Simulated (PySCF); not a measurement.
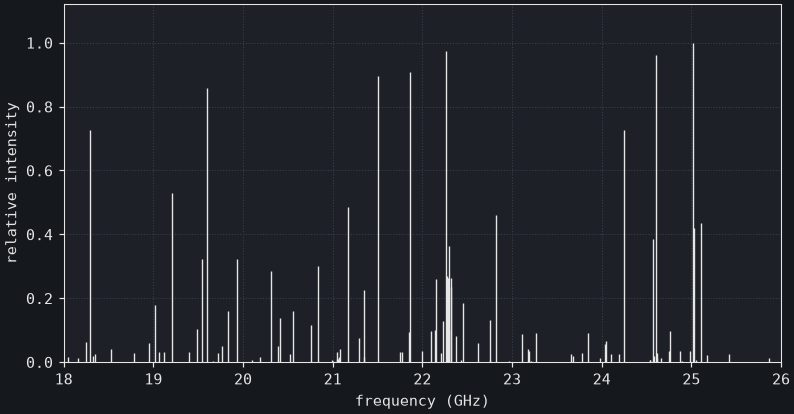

Simulated rotational absorption lines between 18 and 26 GHz at 3 K: rigid rotor with the equilibrium constants and dipole of one optimised conformer (PBE0-D3(BJ)/def2-SVP, PySCF 2.14.0), commonest isotopes; no centrifugal distortion, hyperfine structure, internal rotation or nuclear-spin weights; lines within 1 MHz of each other are summed.

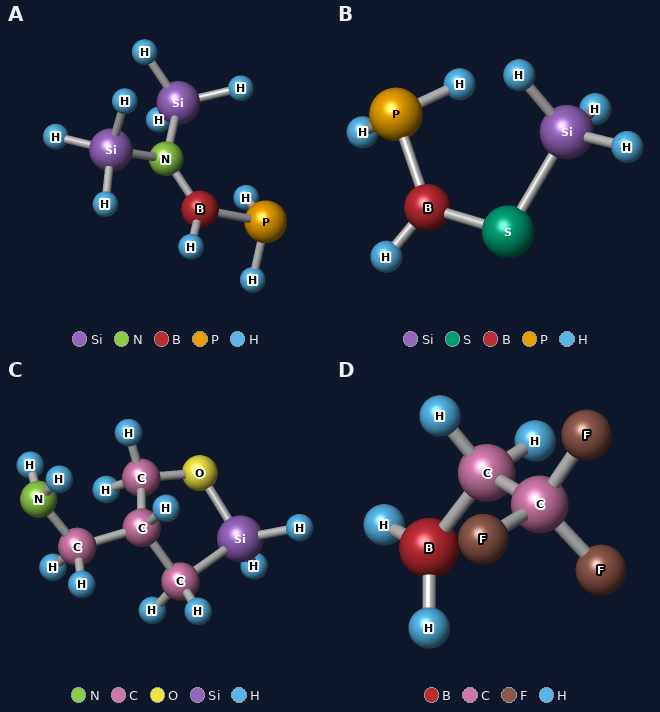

Which molecule gives this spectrum? Choose among the lettered structures.

Structure B, BSiPH₆S, SMILES [SiH3]SBP. Rotational constants A, B, C = 4.940, 2.006, 1.464 GHz, |μa|, |μb|, |μc| = 0.18, 1.09, 0.75 D.

Caveats: coarse grid, loose stop and no frequency check, small forces are noise and the end may be a saddle.
